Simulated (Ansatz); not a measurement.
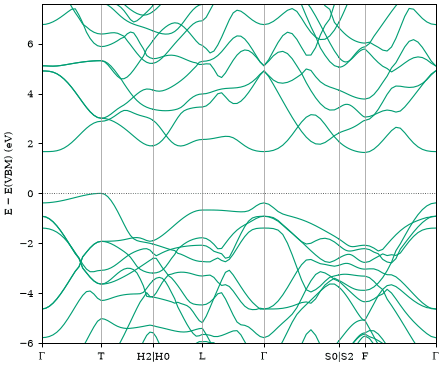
*Band structure from DFT-r²SCAN in the program Ansatz with PAW potentials*

The gap is 1.60 eV; an edge lies off the plotted path or next to a special point (maximum at T, minimum off the standard path).

The material is B (α-B12, space group No. 166).

Space group R-3m (α-B12). Symmetry was held in the r²SCAN relaxation; phonons on a q-mesh show no instability.

Potentials: the later of the program's two PAW sets.
